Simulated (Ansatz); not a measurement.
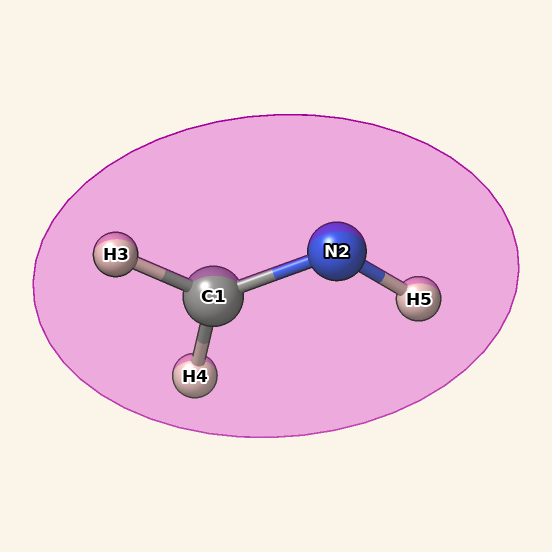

A disc through the centre of mass is drawn in. Distant atoms are faded towards the background colour. Computed geometry: PBE0-D4/def2-TZVP optimisation.

### Is the plane of the disc a mirror plane of the structure?

Yes. The reflection leaves C1, N2, H3, H4, H5 in place. The point group is Cs.
